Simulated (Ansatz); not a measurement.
bcc V, treated with PBEsol-D3(BJ) (Ansatz, a program for electronic structure, PAW).

Settings: plane-wave cutoff 520 eV, 26×26×26 k mesh, Fermi–Dirac smearing 0.05 eV, no spin polarisation, scalar-relativistic PAW data made under PBE.

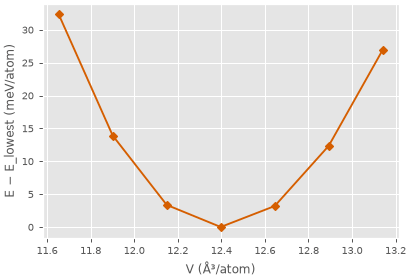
Figure: Total energy against volume

**Question.** From the curve, estimate the equilibrium volume and the bulk modulus.

**Answer.** V0 ≈ 12.4 Å³/atom and B0 ≈ 210 GPa; the fit gives V0 = 12.397 Å³/atom, B0 = 211 GPa, B′ = 3.6.

Measured, for comparison: bulk modulus 161 GPa (corrected for temperature and zero-point phonon effects, our sources range from 159 to 166; as tabulated in Levämäki et al. (2014), arXiv:1402.3671); equilibrium volume per atom 13.79 Å³/atom (static lattice: zero-point anharmonic expansion removed; as tabulated in Mejia-Rodriguez and Trickey (2018), arXiv:1807.09216). Computed (rounded) less measured: bulk modulus +31 % (+27 % to +33 % over the range), equilibrium volume per atom -10.1 %.

Static lattice: no zero-point or thermal effects.
